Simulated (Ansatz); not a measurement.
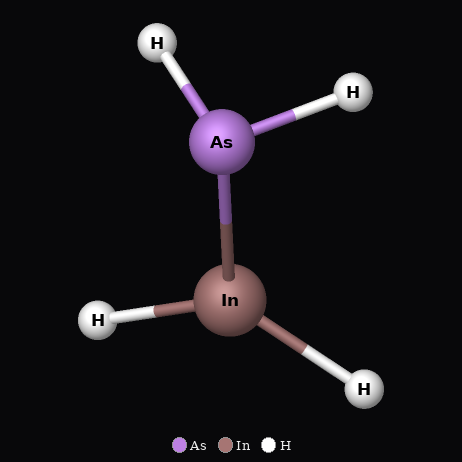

Harmonic vibrations computed with RKS PBE0-D4/def2-TZVP, core potentials on In (Ansatz 0.2.0) at a stationary point of the same level.

### Is this a minimum or a saddle point?

A minimum: no imaginary frequency, and the lowest mode lies at 154 cm⁻¹.

### How many vibrational modes are there, and where do they lie?

12 modes: 154, 215, 305, 412, 555, 589, 596, 986, 1805, 1808, 2205, 2218 cm⁻¹.
